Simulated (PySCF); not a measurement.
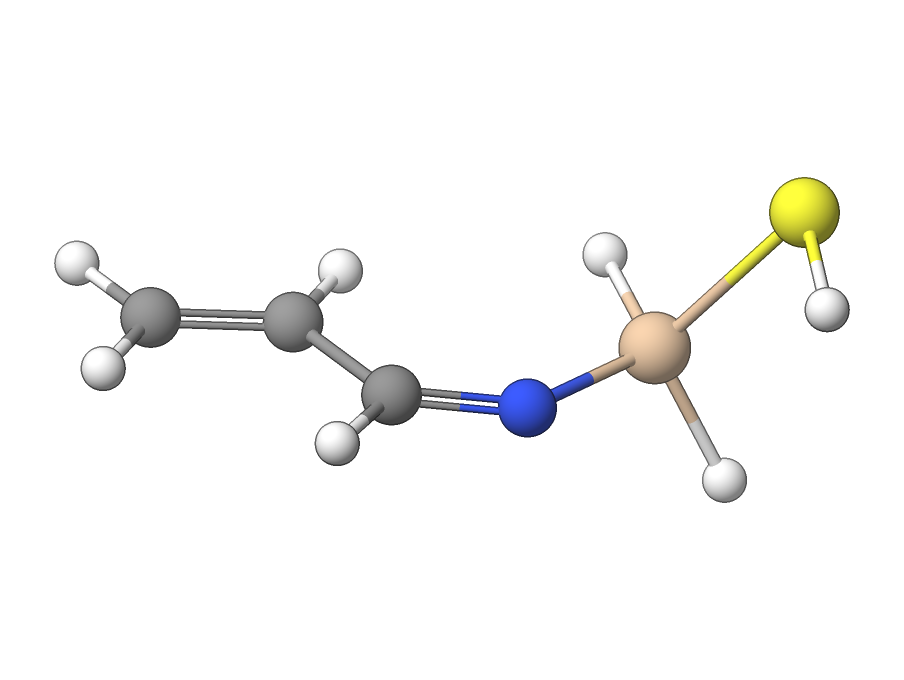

Ball-and-stick drawing of a structure. Multiple sticks mark multiple bonds (one Kekulé form). Colours: carbon grey, nitrogen blue, silicon light orange, sulfur yellow, hydrogen white.

The computed structure is the end point of a PBE0-D3(BJ)/def2-SVP optimisation. No frequency run is at hand to confirm it as a minimum.

Give the formula.

Answer. C3H7NSSi, 13 atoms: 3 carbon, 7 hydrogen, 1 nitrogen, 1 sulfur and 1 silicon.

Count the bonded pairs by element.

Answer. 4 C–H, 2 C–C, 2 Si–H, 1 C–N, 1 N–Si, 1 S–Si, 1 S–H.

Name functional groups in it.

Answer. Among them: alkene, imine, Si–H bond, Si–N bond.

Give the symmetry (Schoenflies symbol).

Answer. C1.

Does it have rings?

Answer. It has no ring.

More results for the same structure follow; atom numbers are the same in all pictures, views and colours differ.

**Geometry**

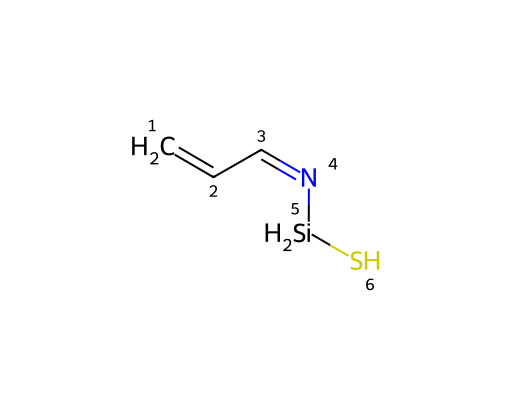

A structural formula, with wedges where it has stereocentres; small numbers name the atoms. The configuration is that of a computed structure (PBE0-D3(BJ)/def2-SVP).

Assign CIP descriptors.

Answer. C3=N4: Z.

**Levels of theory compared**

No frequency run is at hand to confirm it as a minimum. Program: PySCF 2.14.0.

Tabulate polarisability (bohr³) at these levels: B3LYP/def2-SVPD; BHandHLYP/def2-SVPD; HF/def2-SVPD; PBE0/def2-SVP; PBE0/def2-TZVPD; ωB97X-D/def2-SVPD.

| level | polarisability (bohr³) |
| --- | --- |
| B3LYP/def2-SVPD | 101.4 |
| BHandHLYP/def2-SVPD | 97.5 |
| HF/def2-SVPD | 94.6 |
| PBE0/def2-SVP | 83.7 |
| PBE0/def2-TZVPD | 101.8 |
| ωB97X-D/def2-SVPD | 98.9 |

**Dipole moment**

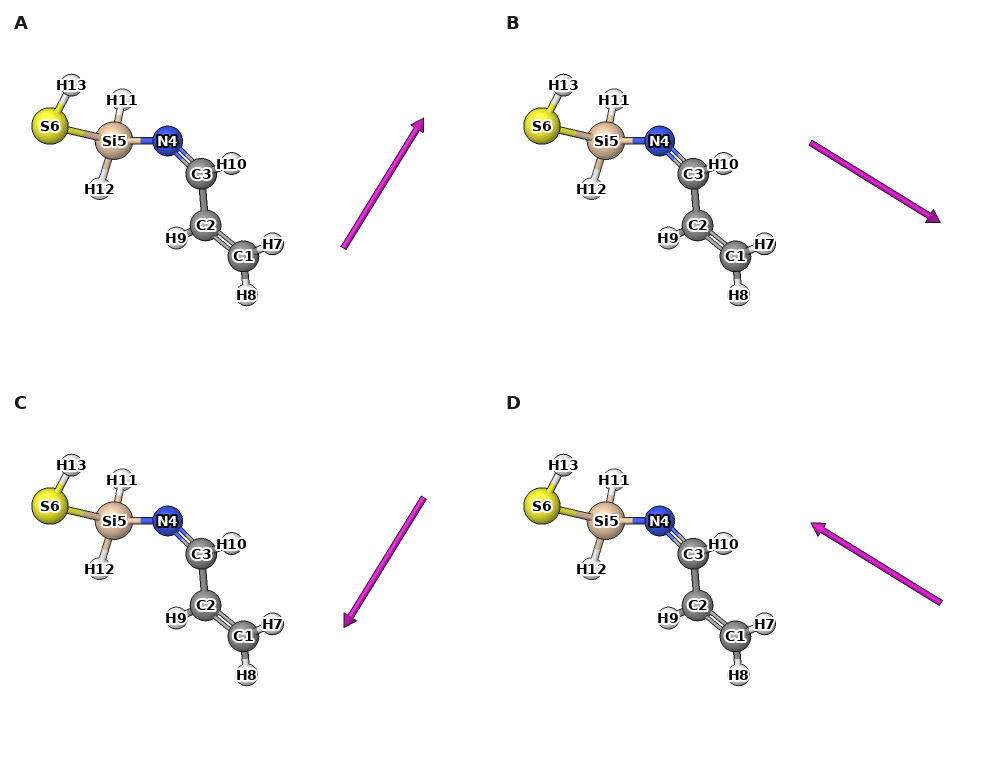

The same molecule four times, each with an arrow. No frequency run is at hand to confirm it as a minimum. Level of theory: PBE0/6-31G*, gas phase (PySCF 2.14.0).

Which arrow points along the dipole moment, from the negative to the positive end?

Answer. B. The dipole moment is 3.18 D; it points from the side of S6, H13 to the side of H8 (the outermost atoms at the two ends).

**Core levels**

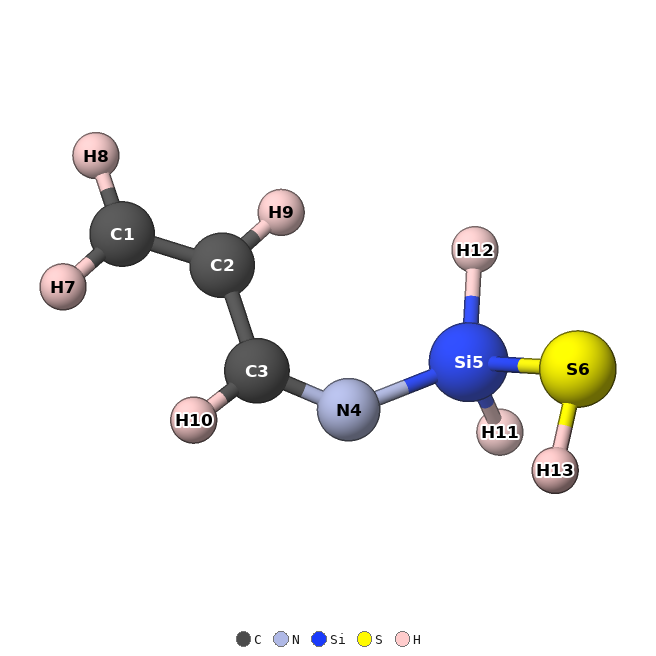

No frequency run is at hand to confirm it as a minimum. Method: delta-SCF UKS PBE0, pcX-2 on the ionised atom, pcseg-1 elsewhere, spin-free X2C (PySCF 2.14.0).

Give the core-electron binding energies (to vacuum; p and d levels without spin–orbit splitting) of C1 1s, C2 1s, C3 1s, N4 1s, Si5 1s, Si5 2p, S6 1s, S6 2p.

```tsv
atom	level	binding energy (eV)
C1	1s	290.4
C2	1s	290.7
C3	1s	291.8
N4	1s	403.3
Si5	1s	1844.9
Si5	2p	107.0
S6	1s	2474.1
S6	2p	169.0
```

**Excitation**

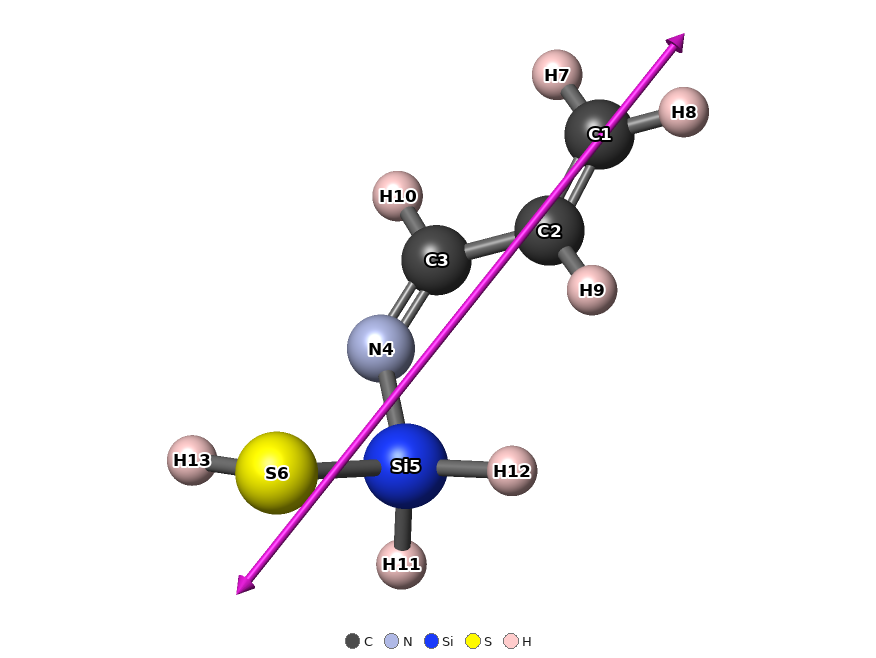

The double arrow shows the direction of the transition dipole to excited singlet state 3 (its length means nothing). No frequency run is at hand to confirm it as a minimum. Properties computed with TDDFT PBE0/def2-SVPD, vertical, gas phase, core orbitals frozen in the response (PySCF 2.14.0).

How is the transition polarised?

Answer. Nearly parallel to the C3–N4 bond.

Give its energy, strength and character.

Answer. 5.74 eV (216 nm), oscillator strength 0.71, mainly HOMO−2 → LUMO (weight 0.93); transition dipole 5.70 D.
